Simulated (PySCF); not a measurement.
The calculation's input:

```
{"job": {"kind": "nmr", "xc": "PBE0", "basis": "pcSseg-1"}, "charge": 0, "multiplicity": 1}
C     -2.716644    -1.087784     0.897206
C     -2.396080     0.058299     0.328140
C     -1.257491     0.212771    -0.633287
O     -0.347035     1.154972    -0.118704
Si     1.171002     1.587581    -0.408297
C      2.526440     0.584591     0.464549
C      2.522936    -0.707019     0.804107
C      1.454566    -1.577821     0.530331
N      0.602336    -2.313023     0.302754
H     -2.167260    -1.990259     0.687447
H     -3.538666    -1.169662     1.587947
H     -2.930157     0.971335     0.553283
H     -1.625825     0.586015    -1.598910
H     -0.768426    -0.751921    -0.791961
H      1.163220     2.912035     0.200278
H      1.522549     1.570519    -1.834039
H      3.417575     1.145871     0.719394
H      3.358200    -1.180184     1.311492
```

Command:

```sh
OMP_NUM_THREADS=1 python probes_run.py task.json out
```

Geometry: GFN2-xTB.

Method: PBE0/pcSseg-1, SCF density, gas phase, non-relativistic in PySCF 2.14.0.

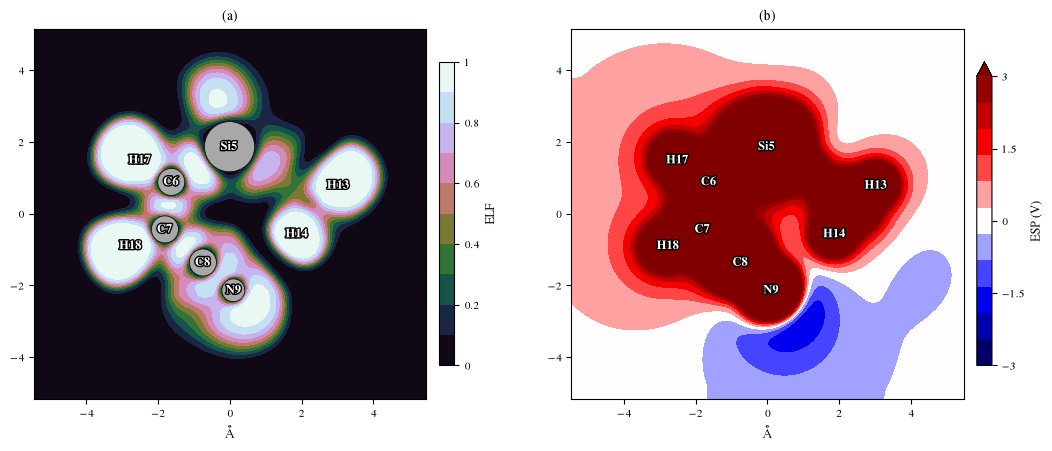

C6H9NOSi (SMILES C=CCO[SiH2]/C=C\C#N). (a) electron localisation function; (b) molecular electrostatic potential on the plane of atoms C6, C7 and H18. Grey discs cover the atomic cores in the ELF map.

What do the fields say about this system?

- The section cuts through Si, C, N and H sites.
- C–N (1.15 Å): the ELF peaks at about 0.85 between the atoms; a multiple bond.
- C–C (1.34 Å): the ELF peaks at about 0.95 between the atoms (a multiple bond).
- C–Si (1.90 Å): the ELF peaks at about 1 between the atoms; a covalent bond.
- C–H (1.08 Å): the ELF climbs to about 1 towards the hydrogen, as it does in any bond to H (an ordinary covalent bond to hydrogen).
- C–C (1.41 Å): the ELF peaks at about 0.95 between the atoms: localised, covalent bonding.
- The ELF also peaks beside N9, away from the bonds: lone-pair regions.
- Outside the dense part of the molecule the potential is most negative (−1.9 V) near N9.
